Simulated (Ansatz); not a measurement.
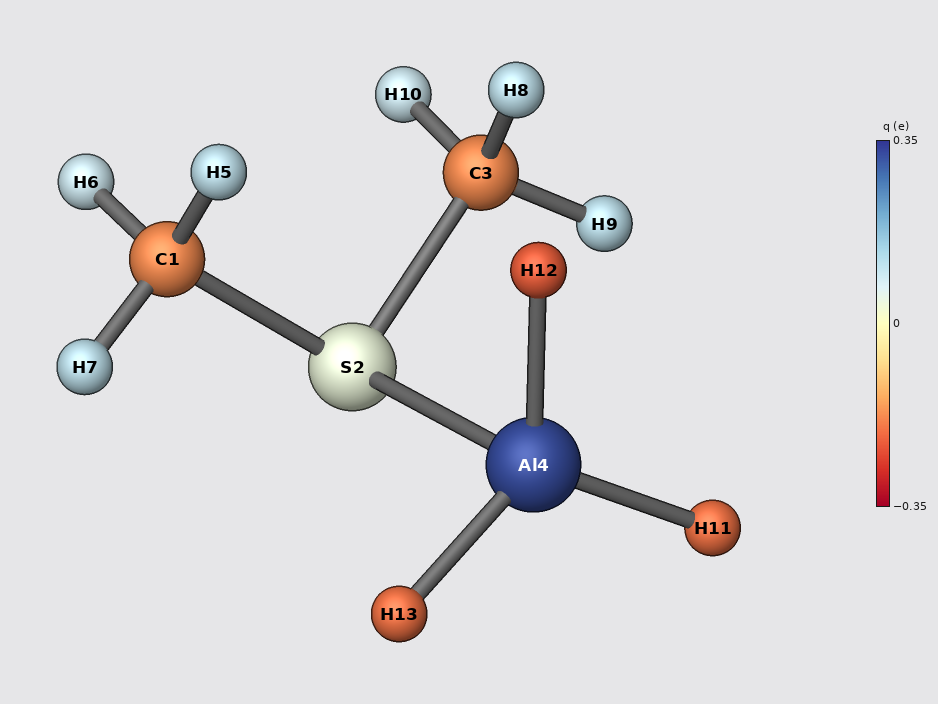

Atoms are coloured by their Mulliken charges. The computed structure is the end point of a PBE0-D4/def2-TZVP optimisation. Level of theory: RKS r2SCAN-D4/def2-TZVPP (Ansatz 0.2.0).

Q: Which atom carries the highest charge (most positive or least negative)?

A: Al4 (0.32 e).

Q: And the lowest?

A: H12 (−0.22 e).

Give the Mulliken charges atom by atom.

| atom | value (e) |
| --- | --- |
| C1 | −0.17 |
| S2 | 0.04 |
| C3 | −0.17 |
| Al4 | 0.32 |
| H5 | 0.11 |
| H6 | 0.09 |
| H7 | 0.11 |
| H8 | 0.11 |
| H9 | 0.11 |
| H10 | 0.09 |
| H11 | −0.20 |
| H12 | −0.22 |
| H13 | −0.20 |

Mulliken values depend strongly on the basis set and can even reverse the polarity of a bond.
